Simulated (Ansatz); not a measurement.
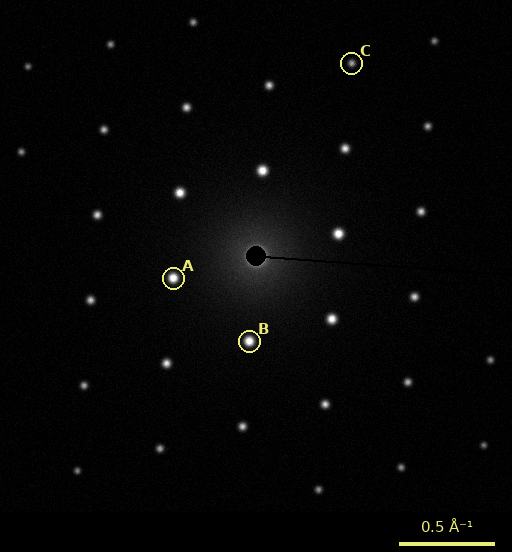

The pattern is a kinematic simulation for 300 kV electrons (no multiple scattering; isotropic B = 0.5 Å²). The zone axis points towards the electron source and the pattern is seen from the source side.

The sample is Ir, space group Fm-3m (No. 225), a = 3.840 Å. Structure: the input geometry of an electronic-structure calculation (not necessarily at equilibrium).

Spot A is indexed -1 1 -1 and spot B -1 1 1.

Q: Give hkl for C.

A: C = −A − 2B = 3 -3 -1 (d = 0.881 Å).

Q: Find the zone axis.

A: The cross product of A and B is parallel to [110]; every spot obeys hu + kv + lw = 0.

Q: What are the spacings of A and B and the angle between them?

A: d(A) = 2.217 Å, d(B) = 2.217 Å, and the angle is 70.5°.
